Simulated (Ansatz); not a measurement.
## Electronic structure of CH₃···C₂H₇Al (doublet) in real space

```xyz
14

H     0.6754   -2.3597    0.2591
C     1.1692   -1.5481   -0.2660
Al   -0.7278    0.0089   -0.2312
C    -0.8424    0.1658    1.7341
C     0.1181    1.4378   -1.2993
H    -1.6978   -1.0374   -0.9815
H     1.2602   -1.6112   -1.3458
H     1.8731   -0.9276    0.2803
H    -1.6631    0.8460    2.0051
H     0.0683    0.5838    2.1808
H    -1.0521   -0.7911    2.2267
H     0.4550    1.0900   -2.2835
H    -0.6099    2.2411   -1.4856
H     0.9738    1.9013   -0.7934
```

Computed with Ansatz, UKS PBE0-D4/6-31G*.

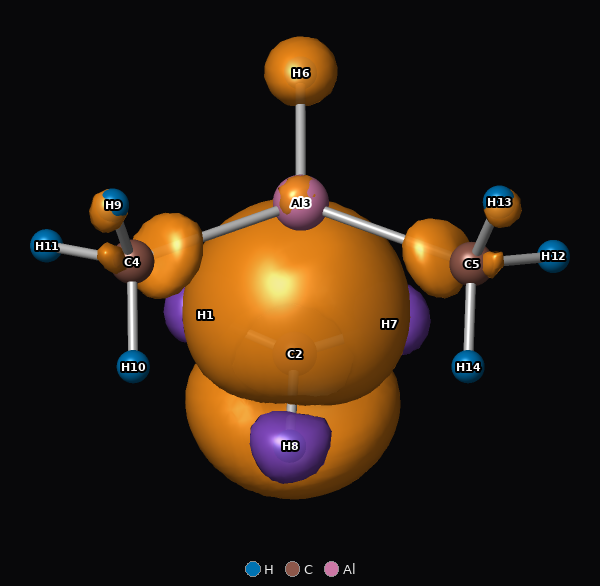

Figure 1. Isosurfaces of the spin density (α minus β) at +0.015 (orange) and −0.015 e/Å³ (purple), seen from one side.

### Which atoms carry the spin?

The unpaired spin (1 electron) lies mostly on C2 (about 0.7) and Al3 (about 0.1), in electrons by Hirshfeld's partition.

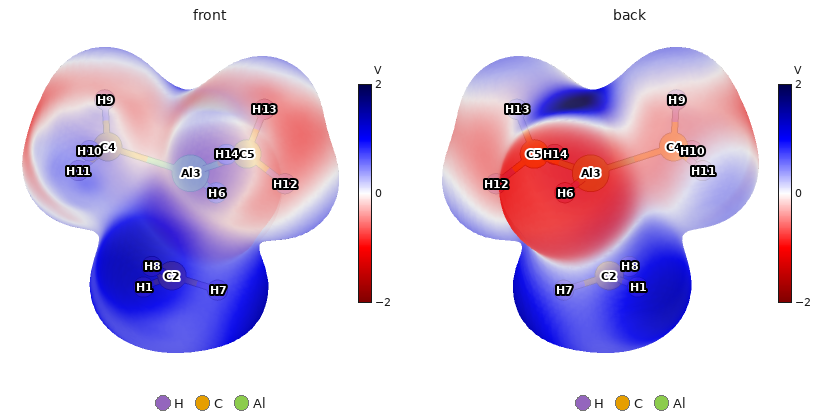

Figure 2. The electrostatic potential painted on the density surface at 0.002 e/bohr³, seen from the front and from behind; the colour scale runs from red (negative) to blue (positive).

### Which sites attract a positive test charge, and which a negative one?

A positive charge is drawn to the negative regions and a negative charge to the positive ones. The most negative region (about −1.0 V) lies over H6, the most positive (about +1.8 V) over Al3.

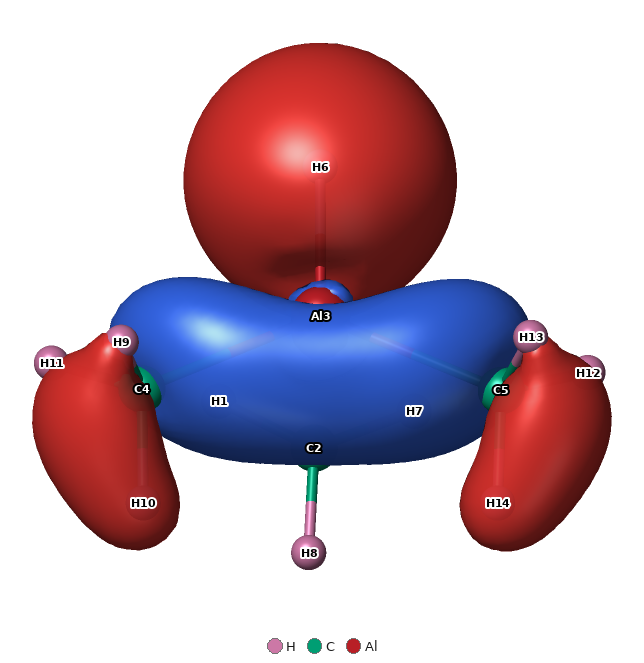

Figure 3. The HOMO−1 (β) at ±0.1 Å⁻³ᐟ² (red and blue are the two phases), seen from one side.

### Where does this orbital lie, and at what energy?

By Hirshfeld shares it lies mainly on H6 (about 35 %), Al3 (about 30 %), C4 (about 15 %) and C5 (about 15 %). Its energy is −7.31 eV.
